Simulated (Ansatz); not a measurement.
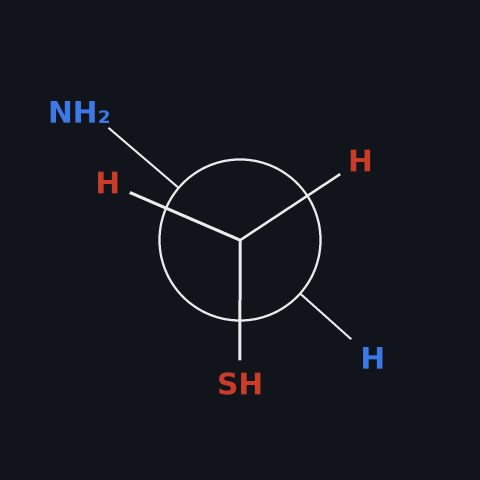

A Newman projection along the Si–Al bond, silicon in front; angles are drawn as computed, but eclipsed bonds slightly apart. The geometry was computed by an optimisation with PBE0-D4/def2-TZVP. No frequency run is at hand to confirm it as a minimum.

### Which molecule is it?

AlH6NSSi, [NH2][AlH][SiH2]S

### What is the torsion angle from the front SH to the back NH2? The sign is positive where the front bond must turn clockwise to cover the back bond.

129°, anticlinal.
